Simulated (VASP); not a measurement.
```
ZrO2
1.0
    3.27059     0.00000     0.00000
   -1.63530     2.83242     0.00000
    0.00000     0.00000     4.76585
Zr O
1 2
Direct
  0.00000   0.00000   0.00000
  0.33333   0.66667   0.20027
  0.66667   0.33333   0.79973
```

All values below come from r2SCAN meta-GGA, VASP's PBE PAW potentials (set 64) (plane waves; VASP 6.6.1). Settings: 520 eV cut-off, 9×9×5 Γ-centred mesh, tetrahedra with Blöchl corrections, potentials Zr_sv O.

The path is coarsely sampled, so an indirect gap can come out somewhat too large.

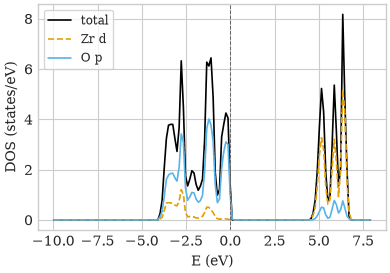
Total and projected density of states, zero at the valence-band maximum

Within 2 eV below the valence-band maximum the largest weight inside VASP's projection spheres is O p.

The gap is indirect, 4.51 eV, from the valence maximum at K-Γ at 0.60 to the conduction minimum at K.

The structure was generated: ZrO2 was put into the CdI2 type (P-3m1), which need not be its known phase. It was relaxed first, which changed the volume by +17 %.
